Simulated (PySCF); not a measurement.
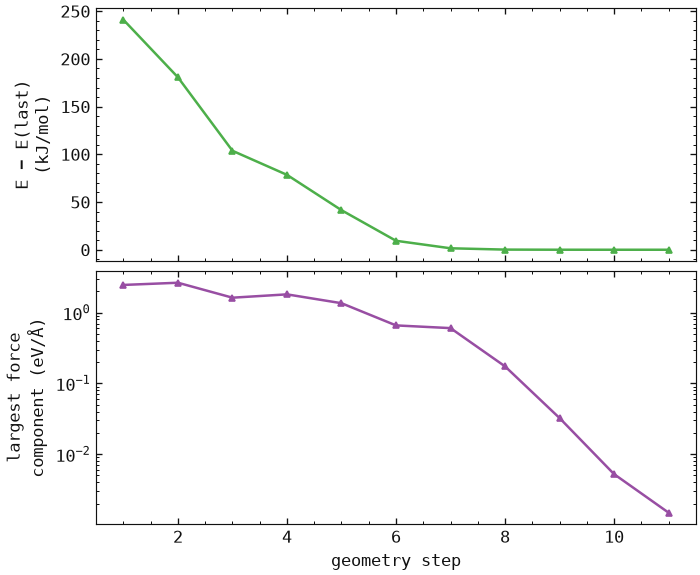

History of a geometry optimisation. The start has point group Cs, which is kept, and the end C3v. A held symmetry can leave a saddle point.

- system: SbSH3 (SMILES [H][Sb@TB6+]([H])([H])[S-])
- method: RKS-based PBE0, Sb def2-TZVP with ECP28, S def2-TZVP, H def2-TZVP; non-relativistic Hamiltonian with scalar-relativistic core potentials; density fitting in PySCF

How did the optimisation end?

Answer. The optimisation met its thresholds at geometry 11, counting the start as the first. The energy fell by about 240 kJ/mol from the first step to the last. The largest force component goes from about 2.5 eV/Å at the start to 1.5 × 10⁻³ eV/Å at the end.

By which step was nine tenths of the energy gained?

Answer. By step 6 of 11.
